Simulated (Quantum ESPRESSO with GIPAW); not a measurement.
# Octahedral tilting in SrTiO3 seen by 47Ti

Starting from the cubic perovskite, neighbouring octahedra are turned by θ about [001] in opposite senses, in all three directions (tilt system a⁰a⁰c⁻). The cell and the cations are held, so the in-plane bonds lengthen as 1/cos θ. GIPAW with PBEsol and plane-wave PAW files from pslibrary 1.0.0 recipes (Ti spn, Sr spn, O n), cutoffs 60 and 576 Ry, a 5×5×5 mesh in every shielding run (Quantum ESPRESSO with GIPAW, a patched development version), without spin-orbit coupling. The atoms are held where the series puts them. The cells were built for this series from an entry of the Crystallography Open Database, taken as a prototype, and need not be stable phases.

One member of the series, SrTiO3 (I4/mcm) at 6 °, as used in the shielding run:

```xyz
10
Lattice="0.0000 3.9050 3.9050 3.9050 0.0000 3.9050 3.9050 3.9050 0.0000" Properties=species:S:1:pos:R:3 pbc="T T T"
Ti    0.0000    0.0000    0.0000
Ti    3.9050    3.9050    3.9050
Sr    1.9525    1.9525    1.9525
Sr    5.8575    5.8575    5.8575
O     1.9525    4.1102    3.9050
O     3.6998    1.9525    3.9050
O     3.9050    3.9050    1.9525
O     5.8575    3.6998    3.9050
O     4.1102    5.8575    3.9050
O     3.9050    3.9050    5.8575
```

| angle θ (°) | θ² (deg²) | mean bond at Ti (Å) | σ_iso of Ti (ppm) |
| --- | --- | --- | --- |
| 0 | 0.00 | 1.9525 | -271.76 |
| 1.5 | 2.25 | 1.9529 | -272.11 |
| 3 | 9.00 | 1.9543 | -273.21 |
| 4.5 | 20.25 | 1.9565 | -275.10 |
| 6 | 36.00 | 1.9597 | -277.88 |
| 7.5 | 56.25 | 1.9637 | -281.70 |
| 9 | 81.00 | 1.9687 | ? |
| 10.5 | 110.25 | 1.9747 | -293.20 |
| 12 | 144.00 | 1.9816 | -301.35 |

**Task.** Fit σ_iso of Ti against x, the square of the angle in deg²; judge whether a straight line is enough, and predict the withheld row (x = 81.00 deg²).

1. The 8 known rows give Σx = 378.00, Σy = -2246.31, Σx² = 37847.2500 and Σxy = -110210.9175.

2. Slope b = (nΣxy − ΣxΣy)/(nΣx² − (Σx)²) = -0.20377 and intercept a = (Σy − bΣx)/n = -271.160 ppm.

3. Residuals y − a − bx, in the order of the table: -0.60, -0.49, -0.22, +0.19, +0.62, +0.92, +0.43, -0.85 ppm; r.m.s. 0.59 ppm, R² = 0.997. They bend, and a quadratic term takes most of them away: y = -271.75657 − 0.1583813 x − 3.27350e-4 x², r.m.s. 0.0027 ppm.

4. At x = 81.00 deg², inside the fitted range, the line gives -287.67 ppm and the parabola -286.73 ppm.

5. The run gives -286.73 ppm. The line misses by -0.94 ppm, the parabola by less than the last digit shown; that is within twice the r.m.s. of the parabola. Verdict: a line is not enough; the parabola both fits and predicts better.

Between neighbouring rows of the full table the slope is -1.6 ppm for 10 deg² of θ² at the low end and -2.4 at the high end. Turning by −θ gives the same structure shifted by one cell, so a mean over an element is even in θ: hence the fit against θ². The macroscopic shape term is left out. It is common to all sites of a cell; for a sphere, judged roughly from the xx and yy parts of the valence susceptibility, it lies between 4.4 and 5.4 ppm in these runs.

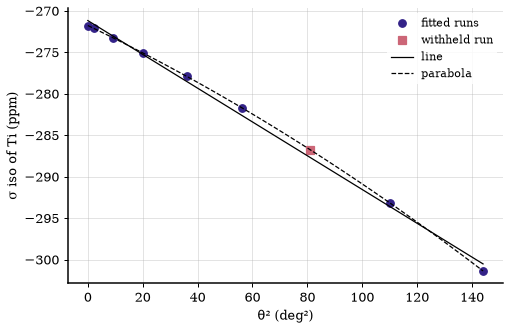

σ_iso of Ti against θ².

[Logs are printed without paths, hosts, clocks, repeated set-up lines and the standing remarks that a program may print on its own settings, such as how far it seeks lower states.]

[Hosts, paths, dates, database ids (printed as entryN), source tags and the programs' standing remarks are cut or masked in the printed files.]
